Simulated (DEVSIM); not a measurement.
System: Ru/Al2O3/p-Ge capacitor, at 300 K.

| layer (left to right) | material | thickness (nm) | Na (cm⁻³) |
|---|---|---|---|
| 1 | Al2O3 | 6.30 | - |
| 2 | Ge | 11000 | 3e15 |

Metal gate on the left, work function 4.7 eV. Fixed charge at the semiconductor interface 0 cm⁻² (in units of +e); interface traps 1e11 cm⁻² eV⁻¹, uniform in energy, neutral level at 0.5 of the gap above the valence band.

Constants are typed, rounded textbook-type inputs, not results; the design itself was drawn at random and stands for no fabricated device. Values at 300 K.

| parameter | Al2O3 | Ge |
|---|---|---|
| gap (eV) | 6.8 | 0.664 |
| affinity (eV) | 1.35 | 4 |
| permittivity | 9 | 16 |
| Nc (cm⁻³) | - | 1.04e19 |
| Nv (cm⁻³) | - | 6e18 |

Simulated with DEVSIM: 1D Poisson equation in equilibrium, Boltzmann statistics, complete ionisation; no quantum confinement or tunnelling. Metal contacts follow the ideal Schottky-Mott rule: no Fermi-level pinning, no interface dipoles.

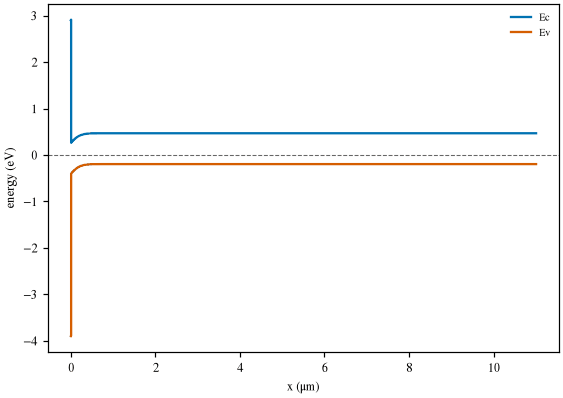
Fig. 1. Band edges at 0.45 V on the gate

Energies count from the Fermi level of the right contact; mesh points crowd at the junctions.

```tsv
x (μm)	Ec (eV)	Ev (eV)	n (cm⁻³)	p (cm⁻³)	field (V/cm)
0.000	2.900	-3.900	< 1e2	< 1e2	21000
0.001371	2.903	-3.897	< 1e2	< 1e2	21000
0.003654	2.908	-3.892	< 1e2	< 1e2	21000
0.005508	2.912	-3.888	< 1e2	< 1e2	21000
0.007275	0.264	-0.400	3.8e14	1.2e12	11000
0.01030	0.268	-0.396	3.3e14	1.3e12	11000
0.01758	0.276	-0.388	2.4e14	1.8e12	11000
0.04453	0.303	-0.361	8.4e13	5.2e12	9700
0.1002	0.352	-0.312	1.3e13	3.4e13	7800
0.2347	0.428	-0.236	6.8e11	6.5e14	3600
0.5408	0.466	-0.198	1.5e11	2.8e15	170
1.759	0.468	-0.197	1.5e11	3.0e15	≈ 0
4.240	0.468	-0.197	1.5e11	3.0e15	≈ 0
8.019	0.468	-0.197	1.5e11	3.0e15	≈ 0
10.06	0.468	-0.197	1.5e11	3.0e15	≈ 0
10.62	0.468	-0.197	1.5e11	3.0e15	≈ 0
10.85	0.468	-0.197	1.5e11	3.0e15	≈ 0
10.94	0.468	-0.197	1.5e11	3.0e15	≈ 0
10.99	0.468	-0.197	1.5e11	3.0e15	≈ 0
11.00	0.468	-0.197	1.5e11	3.0e15	≈ 0
11.00	0.468	-0.197	1.5e11	3.0e15	≈ 0
11.01	0.468	-0.197	1.5e11	3.0e15	≈ 0
```
